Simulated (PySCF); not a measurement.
# C₅H₈FNSi: electronic excitations

Aim: predict the electronic excitations of C₅H₈FNSi (`N#C[C@]1(F)CCC[SiH2]1`).

The runs use PySCF 2.14.0, with density-fitted response routines of our own; the level of theory stands in each step. All values are computed, except where a source is named. Atoms are numbered from 0 throughout.

### 1 The starting structure

16 atoms, charge 0, multiplicity 1; geometry from: GFN2-xTB.

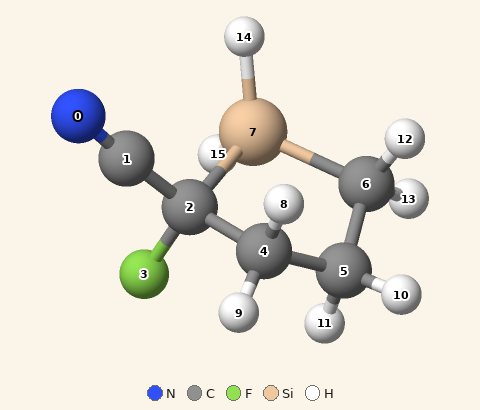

As it starts; nitrogen blue, carbon grey, fluorine green, silicon light orange, hydrogen white, atoms numbered.

### 2 TDDFT and polarisability: CAM-B3LYP/def2-SVPD

The job: settings as JSON, then the geometry in Å.

```
{"job": {"kind": "uv", "xc": "CAM-B3LYP", "basis": "def2-SVPD", "nstates": 8, "ntriplets": 3}, "charge": 0, "multiplicity": 1}
N      3.416907     0.708583     0.182535
C      2.380906     0.235634     0.301025
C      1.051814    -0.279106     0.446624
F      1.074153    -1.376866     1.316120
C      0.452205    -0.717303    -0.892449
C     -1.065817    -0.759085    -0.737718
C     -1.525088     0.575824    -0.139124
Si    -0.214155     1.016887     1.171714
H      0.734113     0.014628    -1.653119
H      0.852853    -1.690880    -1.182288
H     -1.544586    -0.950722    -1.699383
H     -1.328646    -1.574230    -0.060506
H     -1.553942     1.337508    -0.920737
H     -2.535143     0.494383     0.257767
H      0.319359     2.371940     1.062018
H     -0.522531     0.601750     2.536109
```

Level: TDDFT CAM-B3LYP/def2-SVPD, vertical, gas phase, core orbitals frozen in the response.

Started as:

```console
OMP_NUM_THREADS=1 python probes_run.py task.json out
```

This one command runs all jobs of the session in turn.

Predict these results of the whole session: lowest singlet (CAM-B3LYP/def2-SVPD); brightest single state of those computed; lowest triplet.

**Answer**, as computed:

| quantity | value |
| --- | --- |
| lowest singlet (CAM-B3LYP/def2-SVPD) | 6.47 eV (191 nm), f = 0.008 |
| brightest single state of those computed | state 3, 7.76 eV, f = 0.043 |
| lowest triplet | 5.92 eV |

In words: The lowest singlet, at 6.47 eV, is HOMO→LUMO 0.64, HOMO→LUMO+2 0.20 and is weak; of the 8 states computed, the strongest absorption comes from state 3 at 7.76 eV. The lowest triplet lies 0.55 eV below the lowest singlet (triplets in Tamm-Dancoff, singlets in full TDDFT).
